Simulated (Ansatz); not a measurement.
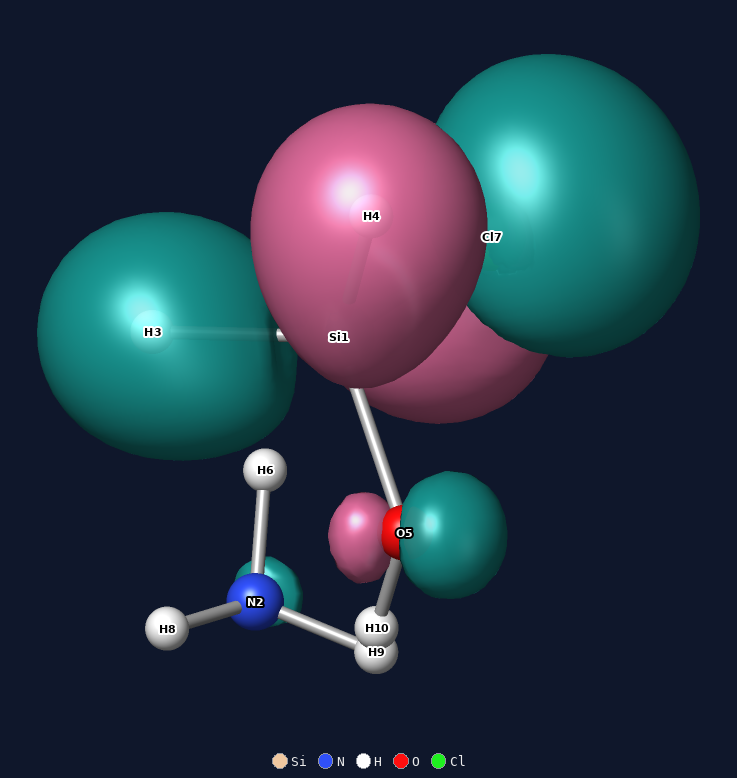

Figure. ClH3OSi···NH3. The HOMO−1 at ±0.1 Å⁻³ᐟ² (teal and pink are the two phases), seen at an oblique angle.

Not at a stationary point (largest force 0.6 eV/Å).

Level of theory: RKS PBE0-D4/def2-SVP in Ansatz.

```json
{"atom": "Si", "x (Å)": "-0.7376", "y (Å)": "0.9279", "z (Å)": "-0.5932"}
{"atom": "N", "x (Å)": "1.3291", "y (Å)": "-0.9663", "z (Å)": "0.8083"}
{"atom": "H", "x (Å)": "0.6566", "y (Å)": "1.1293", "z (Å)": "-1.0636"}
{"atom": "H", "x (Å)": "-1.6909", "y (Å)": "1.7915", "z (Å)": "-1.3274"}
{"atom": "O", "x (Å)": "-1.2879", "y (Å)": "-0.6175", "z (Å)": "-0.7918"}
{"atom": "H", "x (Å)": "1.2677", "y (Å)": "0.0202", "z (Å)": "1.0438"}
{"atom": "Cl", "x (Å)": "-0.8188", "y (Å)": "1.5748", "z (Å)": "1.4162"}
{"atom": "H", "x (Å)": "1.4615", "y (Å)": "-1.1053", "z (Å)": "-0.1863"}
{"atom": "H", "x (Å)": "0.5116", "y (Å)": "-1.4525", "z (Å)": "1.1638"}
{"atom": "H", "x (Å)": "-0.6911", "y (Å)": "-1.3021", "z (Å)": "-0.4699"}
```

> Describe this orbital and give its energy.

It lies mainly on Cl7 (about 60 %), Si1 (about 15 %), H3 (about 10 %) and H4 (about 10 %). Its energy is −8.88 eV.
